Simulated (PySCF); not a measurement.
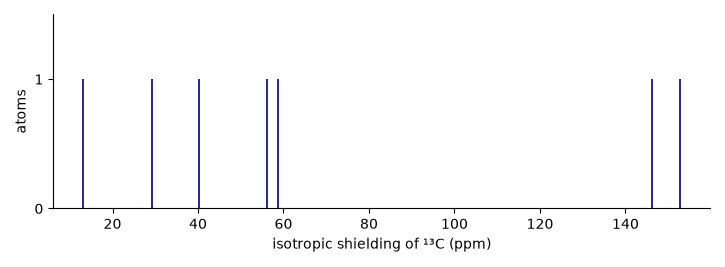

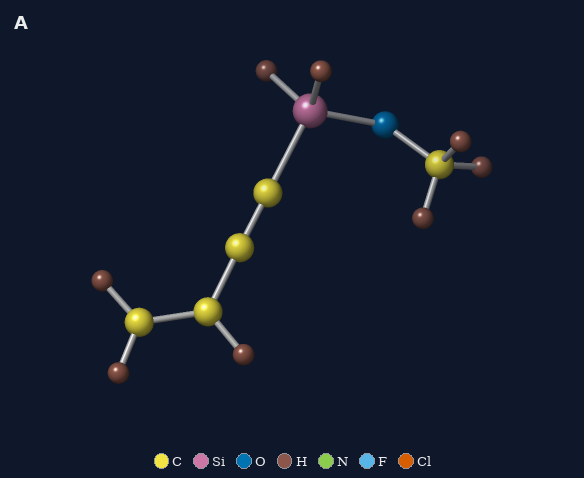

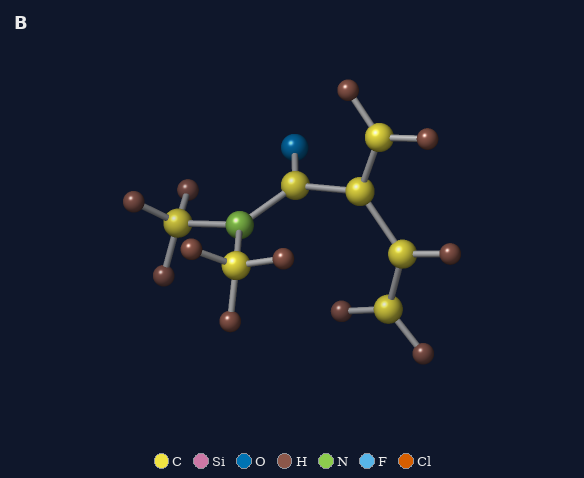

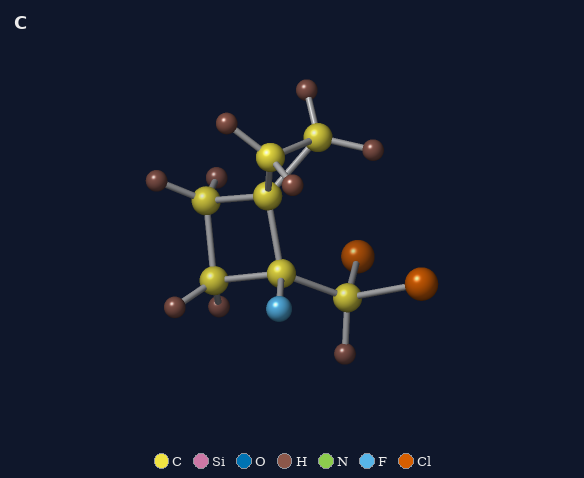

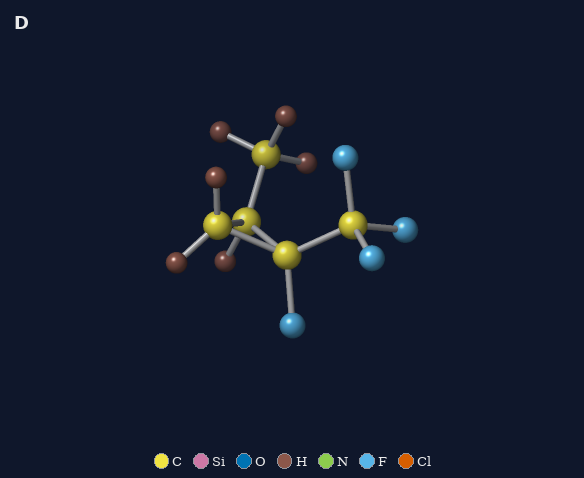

The sticks are computed shieldings of one of the molecules, for one fixed geometry (PBE0-D3(BJ)/def2-SVP) without averaging over rotations. Low shielding means a high chemical shift. Method: GIAO PBE0/pcSseg-1 NMR shielding, non-relativistic, IEF-PCM benzene (PySCF 2.14.0).

Match the spectrum to a structure.

Answer. B, `C=CC(=C)C(=O)N(C)C`. Its 7 C atoms give lines at 13.1, 29.2, 40.1, 56.2, 58.8, 146.2, 152.8 ppm.
